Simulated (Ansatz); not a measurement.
# SiNi (P2_13): relaxation of cell and ions

Aim: a relaxation of cell and ions, for SiNi (P2_13), run from a script.

Program: Ansatz 0.2.0, driven from Python. Level of theory: DFT LDA, plane waves, PAW. These are calculated values, not measurements.

## 1. Starting point

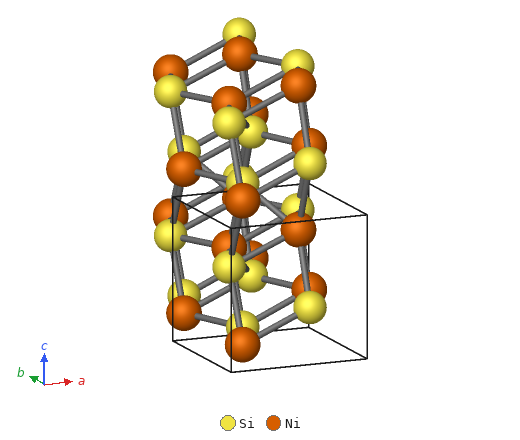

The structure that the script starts from, seen slightly off an axis (silicon yellow, nickel orange). 1×2×2 cells are drawn. Atoms on cell faces are repeated.

The script holds or builds the structure itself.

## 2. The code

vcrelax.py

```python
"""Variable-cell relaxation of SiNi."""

import argparse
import warnings

import ansatz
from ase import Atoms
from ase.neighborlist import neighbor_list
import numpy as np

parser = argparse.ArgumentParser(description="Variable-cell relaxation of SiNi.")
parser.add_argument("--xc", required=True, help="exchange-correlation functional")
parser.add_argument("--kspacing", type=float, required=True, help="k-point sampling")
parser.add_argument("--filling", required=True, help="how the bands are filled")
args = parser.parse_args()

def edges_and_angles(cell):
    cell = np.asarray(cell)
    a, b, c = np.linalg.norm(cell, axis=1)
    cosines = cell[1] @ cell[2] / (b * c), cell[0] @ cell[2] / (a * c), cell[0] @ cell[1] / (a * b)
    return (a, b, c, *np.degrees(np.arccos(cosines)))

warnings.simplefilter("ignore", ansatz.DeckWarning)

structure = (
    ansatz.Lattice.of((4.49678, 0.0, 0.0), (0.0, 4.49678, 0.0), (0.0, 0.0, 4.49678))
    .atom("Si", (0.8601, 0.8601, 0.8601))
    .atom("Si", (0.6399, 0.1399, 0.3601))
    .atom("Si", (0.3601, 0.6399, 0.1399))
    .atom("Si", (0.1399, 0.3601, 0.6399))
    .atom("Ni", (0.147, 0.147, 0.147))
    .atom("Ni", (0.353, 0.853, 0.647))
    .atom("Ni", (0.647, 0.353, 0.853))
    .atom("Ni", (0.853, 0.647, 0.353))
    .moments(Ni=1.5)
)

# only the volume may change
calculation = (
    structure.calculation()
    .functional(args.xc)
    .pseudopotentials("paw")
    .kpoints(spacing=args.kspacing)
    .occupations(args.filling)
    .spin("collinear")
    .relax(fix_cell=["shape"], stress_tolerance=0.01)
)
steps = []


def collect(event):
    if event["event"] == "relax_step":
        steps.append(event["data"])


result = calculation.session().plan().execute(on_event=collect)
summary = result.report
for s in steps:
    flag = "" if s["accepted"] else "  (rejected)"
    print("step %2d  E = %.5f eV  largest force component = %.4f eV/A%s" % (s["step"], s["lagrangian_ev"], s["allowed_force_max_ev_ang"], flag))

first, last = steps[0], steps[-1]
symbols = [site.symbol for site in result.lattice.sites]
print(f"energy gained {first['lagrangian_ev'] - last['lagrangian_ev']:.4f} eV in {len(steps) - 1} steps")
for label, vectors in (("before", first["cell_ang"]), ("after", result.lattice.cell_ang)):
    print(label, "a b c (A) {:.4f} {:.4f} {:.4f}  angles {:.2f} {:.2f} {:.2f}".format(*edges_and_angles(vectors)), f" V = {abs(np.linalg.det(vectors)):.3f} A^3")
print("final stress xx yy zz (GPa, compression positive):", np.round(np.diag(summary["stress_gpa"]), 3) + 0.0)

print("atom   start x y z (A)              end x y z (A)")
for symbol, a, b in zip(symbols, first["positions_ang"], last["positions_ang"]):
    print(f"{symbol:3s}", " ".join(f"{v:8.4f}" for v in a), "  ", " ".join(f"{v:8.4f}" for v in b))

change = np.array(last["positions_ang"]) @ np.linalg.inv(last["cell_ang"]) - np.array(first["positions_ang"]) @ np.linalg.inv(first["cell_ang"])
moved = np.linalg.norm(change @ np.array(last["cell_ang"]), axis=1)
print("displacement within the cell, strain taken out (A):", " ".join(f"{s}:{d:.3f}" for s, d in zip(symbols, moved)))

final = Atoms(symbols, positions=last["positions_ang"], cell=result.lattice.cell_ang, pbc=True)
i, j, d = neighbor_list("ijd", final, 4.5)
print("neighbours within 1.1 times the shortest distance of each atom (A)")
for atom in range(len(final)):
    near = [m for m in np.argsort(d) if i[m] == atom]
    shell = [m for m in near if d[m] < 1.1 * d[near[0]]]
    print(f"{symbols[atom]}{atom} ({len(shell)}):", ", ".join(f"{symbols[j[m]]} {d[m]:.3f}" for m in shell))

print("%-22s %14.5f eV" % ("F = E - TS", summary["free_energy_ev"]))
print("%-22s %14.5f eV" % ("E", summary["internal_energy_ev"]))
print("%-22s %14.5f eV" % ("Harris-Foulkes", summary["harris_foulkes_ev"]))
print("%-22s %14.5f eV" % ("Fermi level", summary["fermi_energy_ev"]))
```

## 3. Launch

Started as:

```console
$ python vcrelax.py --xc lda --kspacing 0.27 --filling Fermi-Dirac
```

The program printed:

```text
RunWarning: the starting moments were not kept: the SCF closed with an absolute magnetisation of 1.4e-6 μB, where they sum to 6 μB in size (4 sites). That is at most 0.1 of that sum. Measured as dr2_m measures the in/out step, that magnetisation stands 8.2e-13 eV from none, at or under the dr2_threshold of 1.0e-7 eV: it is no larger than a step whose dr2_m would equal this threshold. The system may hold no moment; this SCF shows only that its start led to no more than that. To try another start: raise the starting moments (crystal.atoms[].spin, magnetization.per_species, magnetization.initial_magnetization, or on a non-collinear deck that types none of these the spinor_matrix: blocks that [...]
step  1  E = -25531.84244 eV  largest force component = 0.6297 eV/A
step  2  E = -25532.06198 eV  largest force component = 0.4480 eV/A
step  3  E = -25532.19101 eV  largest force component = 0.0353 eV/A
step  4  E = -25532.19406 eV  largest force component = 0.0142 eV/A
step  5  E = -25532.19436 eV  largest force component = 0.0009 eV/A
step  6  E = -25532.19259 eV  largest force component = 0.0009 eV/A
step  7  E = -25532.19259 eV  largest force component = 0.0000 eV/A
step  8  E = -25532.19259 eV  largest force component = 0.0000 eV/A
energy gained 0.3501 eV in 7 steps
before a b c (A) 4.4968 4.4968 4.4968  angles 90.00 90.00 90.00  V = 90.930 A^3
after a b c (A) 4.4305 4.4305 4.4305  angles 90.00 90.00 90.00  V = 86.967 A^3
final stress xx yy zz (GPa, compression positive): [0. 0. 0.]
atom   start x y z (A)              end x y z (A)
Si    3.8677   3.8677   3.8677      3.7497   3.7497   3.7497
Si    2.8775   0.6291   1.6193      2.8960   0.6808   1.5345
Si    1.6193   2.8775   0.6291      1.5345   2.8960   0.6808
Si    0.6291   1.6193   2.8775      0.6808   1.5345   2.8960
Ni    0.6610   0.6610   0.6610      0.6608   0.6608   0.6608
Ni    1.5874   3.8358   2.9094      1.5545   3.7697   2.8760
Ni    2.9094   1.5874   3.8358      2.8760   1.5545   3.7697
Ni    3.8358   2.9094   1.5874      3.7697   2.8760   1.5545
displacement within the cell, strain taken out (A): Si:0.106 Si:0.106 Si:0.106 Si:0.106 Ni:0.016 Ni:0.016 Ni:0.016 Ni:0.016
neighbours within 1.1 times the shortest distance of each atom (A)
Si0 (7): Ni 2.324, Ni 2.363, Ni 2.363, Ni 2.363, Ni 2.400, Ni 2.400, Ni 2.400
Si1 (7): Ni 2.324, Ni 2.363, Ni 2.363, Ni 2.363, Ni 2.400, Ni 2.400, Ni 2.400
Si2 (7): Ni 2.324, Ni 2.363, Ni 2.363, Ni 2.363, Ni 2.400, Ni 2.400, Ni 2.400
Si3 (7): Ni 2.324, Ni 2.363, Ni 2.363, Ni 2.363, Ni 2.400, Ni 2.400, Ni 2.400
Ni4 (7): Si 2.324, Si 2.363, Si 2.363, Si 2.363, Si 2.400, Si 2.400, Si 2.400
Ni5 (7): Si 2.324, Si 2.363, Si 2.363, Si 2.363, Si 2.400, Si 2.400, Si 2.400
Ni6 (7): Si 2.324, Si 2.363, Si 2.363, Si 2.363, Si 2.400, Si 2.400, Si 2.400
Ni7 (7): Si 2.324, Si 2.363, Si 2.363, Si 2.363, Si 2.400, Si 2.400, Si 2.400
F = E - TS               -25532.19259 eV
E                        -25532.09809 eV
Harris-Foulkes           -25532.19259 eV
Fermi level                  17.17349 eV
```

(Warnings from the package without file and line, shortened, repeats left out.)

Wall time 3.9 min (1 thread of Arm Neoverse V1, shared host); peak memory 0.56 GiB.

## 4. The run's own record

From the engine's report, whether the script printed it or not:

```tsv
item	value
SCF cycles in all	70
k-points solved	24
plane waves	1743
bands	57
valence electrons	88
free energy (eV)	-25532.19259
Fermi level (eV)	17.173
pressure (GPa; positive when compressed)	0.00
```

## 5. The relaxation, step by step

Step by step:

| step | E - E(step 1) (eV/cell) | largest force component (eV/Å) | pressure (GPa) | volume (Å³) |
| --- | --- | --- | --- | --- |
| 1 | 0.0000 | 0.6297 | -7.47 | 90.93 |
| 2 | -0.2195 | 0.4480 | -3.25 | 88.55 |
| 3 | -0.3486 | 0.0353 | 1.49 | 86.41 |
| 4 | -0.3516 | 0.0142 | -0.20 | 87.05 |
| 5 | -0.3519 | 0.0009 | 0.01 | 86.97 |
| 6 | -0.3501 | 0.0009 | -0.02 | 86.97 |
| 7 | -0.3501 | 0.0000 | 0.00 | 86.97 |
| 8 | -0.3501 | 0.0000 | 0.00 | 86.97 |

Step 1 is the start. Steps 6, 8 each repeat the geometry before them on a plane-wave basis chosen anew, so the energy can jump there without any move.

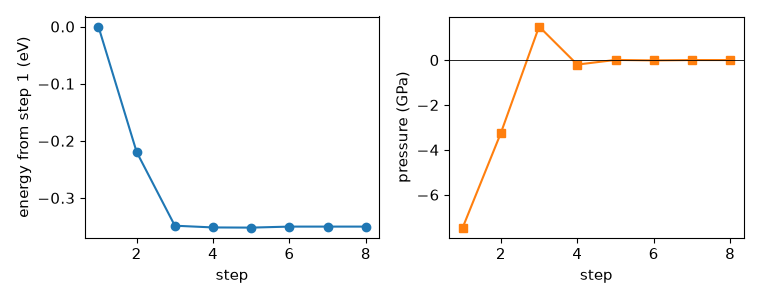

Energy and pressure along the relaxation.

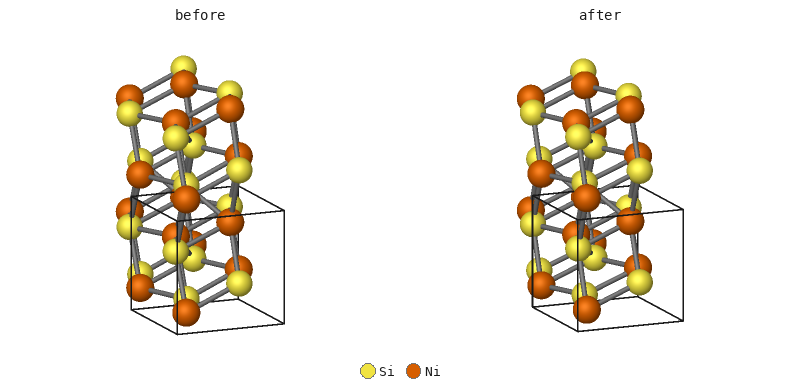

Before and after, at one scale.

|  | before | after | change |
| --- | --- | --- | --- |
| a (Å) | 4.497 | 4.430 | -1.5 % |
| b (Å) | 4.497 | 4.430 | -1.5 % |
| c (Å) | 4.497 | 4.430 | -1.5 % |
| volume (Å³/atom) | 11.37 | 10.87 | -4.4 % |
| shortest distance (Å) | 2.235 | 2.324 | +4.0 % |
| space group (0.01 Å) | P2_13 | P2_13 | same |

The run keeps the 12 symmetry operations of the start, so it could not have lowered the symmetry.

## 6. Summary of results

```
                                         quantity                                                                      value
                                      free energy                                        -25532.1926 eV (-3191.5241 eV/atom)
                           moment, net / absolute                                                    0.00 / 0.00 μB per cell
                          moves of the relaxation                                                                          5
energy gained (ahead of the last change of basis)                                                              43.8 meV/atom
                     last largest force component                                                                0.0000 eV/Å
                        relaxed conventional cell  a = 4.430 Å, b = 4.430 Å, c = 4.430 Å, α = 90.00°, β = 90.00°, γ = 90.00°
                           space group at the end                                                                      P2_13
```

**Reading.** Over 5 moves the cell shrank by 4.4 % in volume, and the space group stayed P2_13. The starting moments died away: the state reached is non-magnetic. Reading the output:
- The SCF didn't keep the moments it started from (some shrank, vanished or turned); what is printed is the state reached.
- For a metal this k-point mesh is coarse: on a finer one energies can move by several to tens of meV an atom and pressures by half a GPa or more, differences at one mesh by less.
- An absolute Fermi energy rests on an arbitrary zero of the periodic potential and has no direct meaning.
- Energies along a relaxation are free energies. Rows at an unchanged volume are solved on a plane-wave basis chosen afresh for that cell, so the energy jumps there and such rows are no steps of the walk. The starting moments were not kept in at least one run, so it stands on a weaker or other magnetic state than the one typed.
